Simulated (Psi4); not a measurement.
Two rigid molecules brought together: N2 ··· BCl3 (SMILES N#N and ClB(Cl)Cl). Monomers: optimised at B3LYP-D3(BJ) (def2-TZVP), held rigid. Orientation: a random orientation, not optimised. The monomers approach along the line of their centres of mass (distance R); nothing else relaxes.

Geometry at R = 4.60 Å (first 2 atoms: monomer A):
```
6

N      0.5455     0.0000     0.0000
N     -0.5455     0.0000     0.0000
Cl    -2.8658    -1.0761    -2.3451
B     -3.0162     0.2555    -3.4631
Cl    -3.7017    -0.0081    -5.0463
Cl    -2.4850     1.8512    -2.9968
```

Computed with SAPT0/jun-cc-pVDZ, frozen core in Psi4.

Components in kcal/mol:

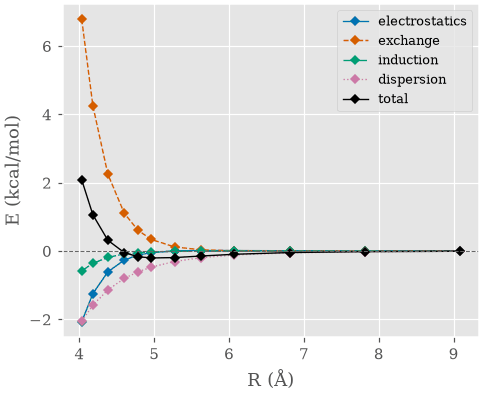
Fig. 1. Components of the interaction energy.

```json
[
 {"R / Å": "4.03", "electrostatics": "-2.07", "exchange": "6.79", "induction": "-0.58", "dispersion": "-2.05", "total": "2.09"},
 {"R / Å": "4.18", "electrostatics": "-1.24", "exchange": "4.24", "induction": "-0.36", "dispersion": "-1.58", "total": "1.06"},
 {"R / Å": "4.38", "electrostatics": "-0.61", "exchange": "2.25", "induction": "-0.19", "dispersion": "-1.14", "total": "0.31"},
 {"R / Å": "4.60", "electrostatics": "-0.26", "exchange": "1.10", "induction": "-0.09", "dispersion": "-0.80", "total": "-0.05"},
 {"R / Å": "4.78", "electrostatics": "-0.12", "exchange": "0.61", "induction": "-0.05", "dispersion": "-0.61", "total": "-0.16"},
 {"R / Å": "4.96", "electrostatics": "-0.05", "exchange": "0.34", "induction": "-0.03", "dispersion": "-0.47", "total": "-0.20"},
 {"R / Å": "5.27", "electrostatics": "0.00", "exchange": "0.12", "induction": "-0.01", "dispersion": "-0.31", "total": "-0.19"},
 {"R / Å": "5.62", "electrostatics": "0.02", "exchange": "0.04", "induction": "0.00", "dispersion": "-0.20", "total": "-0.15"},
 {"R / Å": "6.07", "electrostatics": "0.01", "exchange": "0.01", "induction": "0.00", "dispersion": "-0.12", "total": "-0.09"},
 {"R / Å": "6.81", "electrostatics": "0.01", "exchange": "0.00", "induction": "0.00", "dispersion": "-0.05", "total": "-0.04"},
 {"R / Å": "7.81", "electrostatics": "0.00", "exchange": "0.00", "induction": "0.00", "dispersion": "-0.02", "total": "-0.02"},
 {"R / Å": "9.08", "electrostatics": "0.00", "exchange": "0.00", "induction": "0.00", "dispersion": "-0.01", "total": "-0.01"}
]
```
